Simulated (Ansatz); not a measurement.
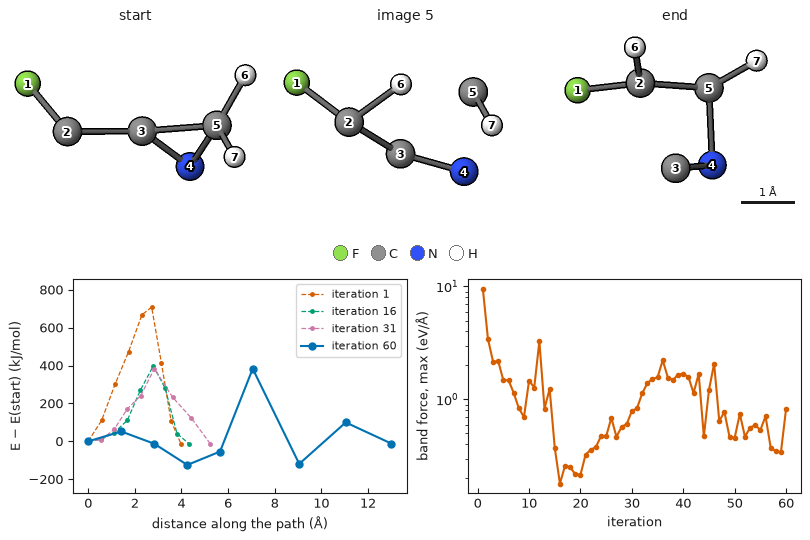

A search for the minimum-energy path of C₃H₂FN by the nudged elastic band. Images are numbered from 0 (start) to 8 (end). The plot follows the band through its iterations. A ball-and-stick model, seen at a tilt.

Method: UKS B3LYP/STO-3G (Ansatz). Settings: 7 movable images; climbing image; force threshold 0.03 eV/Å; iteration limit 60; starting path through a guess of the saddle point.

Q: Judge this run.

A: The result isn't final. The band hadn't converged when the run stopped after 60 iterations. The largest component of the band force went from 9.6 to 0.83 eV/Å. The barrier read from it is provisional, though the highest image hardly moved in the last two iterations. The first iteration put the highest image at 708.1 kJ/mol. Relative to the start the highest point is image 5 at +383.1 kJ/mol and the end lies at −12.1 kJ/mol, but the profile dips to −124.6 kJ/mol at image 3 on the way, so there may be more than one step; on an unconverged band the side maxima are provisional.

Limits of the set-up: STO-3G is a minimal basis, so the numbers are rough.
